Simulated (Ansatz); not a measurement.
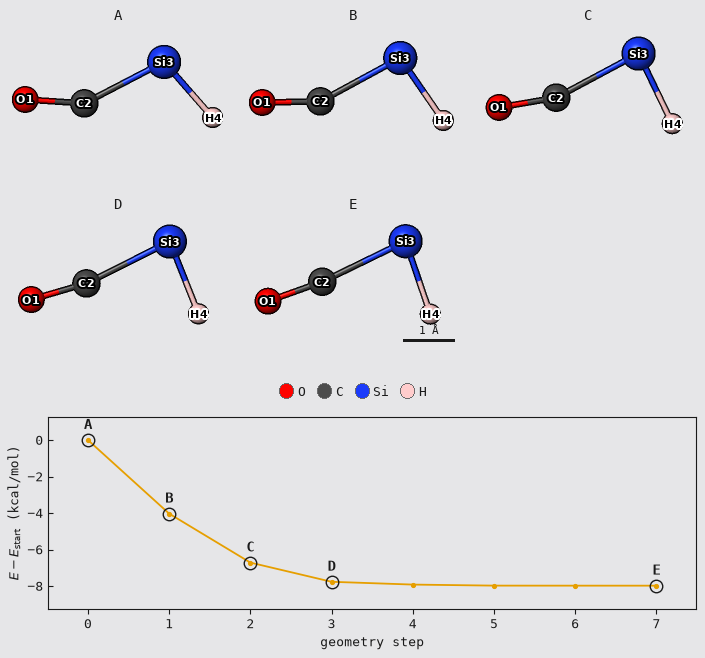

Frames of a relaxation of CHOSi (multiplicity 2), marked on the history of the run. The picture is a ball-and-stick view, seen face on.

All numbers below come from UKS PBE0-D4/def2-TZVP in Ansatz.

The input:
```yaml
crystal:
  periodic: [false, false, false]
  atoms:
    - {symbol: O, position_ang: [0.257040, -0.322380, 1.873280]}
    - {symbol: C, position_ang: [0.029470, -0.227220, 0.720700]}
    - {symbol: Si, position_ang: [0.238380, 0.664230, -0.808080]}
    - {symbol: H, position_ang: [-0.524890, -0.114630, -1.785890]}
basis:
  gaussian: {orbitals: def2-TZVP}
magnetization: {spin_polarized: true, initial_magnetization: 1}
hamiltonian: {xc: pbe0, dispersion: d4}
relax: {f_tol: 0.005, max_steps: 200}
```

Run as
```bash
ansatz run in.yaml --threads 2 --pin off --events-out ev --progress --plain --max-ram 4352MiB
```

What happens along the run?

Answer. The energy falls by 7.98 kcal/mol in 7 geometry steps. The largest force component goes from 3.5 to 0.0017 eV/Å. The largest move after the best rigid fit is that of H4, 0.37 Å. By element the largest moves are H 0.37 Å, O 0.30 Å, Si 0.23 Å, C 0.22 Å. Near-neighbour distances that change, for instance: Si3–H4 1.465 → 1.523 Å, C2–Si3 1.782 → 1.838 Å, O1–C2 1.179 → 1.143 Å. Among the angles between lasting bonds that change: O1–C2–Si3 148.9° → 173.7°, C2–Si3–H4 104.2° → 83.3°. From step 0 to 1: H4 moves most (0.10 Å), energy −4.03 kcal/mol. From step 1 to 2: H4 moves most (0.13 Å), energy −2.68 kcal/mol. From step 2 to 3: O and H atoms move most (0.08 Å), energy −1.05 kcal/mol. From step 3 to 7: H4 moves most (0.06 Å), energy −0.21 kcal/mol.

```tsv
step	E − E(0), kcal/mol	largest force component, eV/Å
0	0.00	3.4653
1	-4.03	1.7640
2	-6.72	1.1060
3	-7.77	0.3963
4	-7.92	0.5837
5	-7.98	0.0718
6	-7.98	0.0505
7	-7.98	0.0017
```
